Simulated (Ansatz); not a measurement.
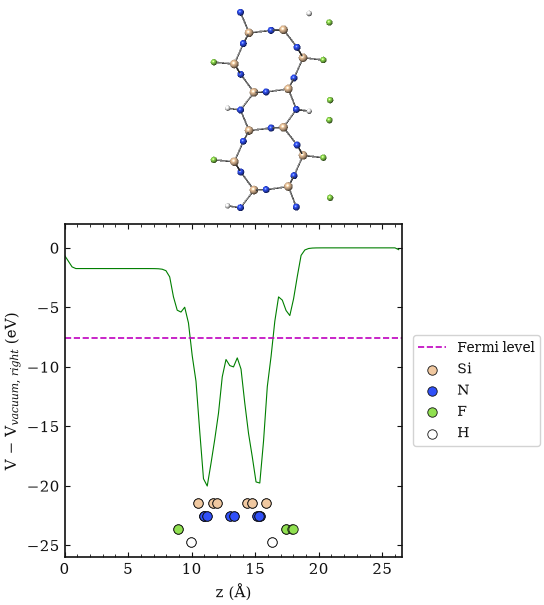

Plane-averaged electrostatic potential energy of an electron across the slab; circles at the bottom mark the heights of the atoms. The structure is drawn too.

Calculation on a (100) slab cut from Si3N4 (P6_3/m), of composition Si6H2N8F3 (not the bulk's), ended by Si planes, 38 atoms in the cell, the whole at its places in the relaxed adsorbed structure.

Method: DFT PBE+D3(BJ), scalar-relativistic, plane waves, PAW, no spin polarisation, 3×2×1 k mesh, 420 eV cutoff, Gaussian smearing of 0.05 eV (Ansatz 0.2.0).

Question: Read off the work function of each face.

Answer: The work function is 7.57 eV at the right face and 5.83 eV at the left.

Question: How thick are slab and vacuum?

Answer: The outermost atoms are 9.1 Å apart, which leaves 17.5 Å of vacuum in a cell 26.6 Å high.

The atoms aren't at rest in this cell (largest force 0.9 eV/Å), so the relaxed material can differ.
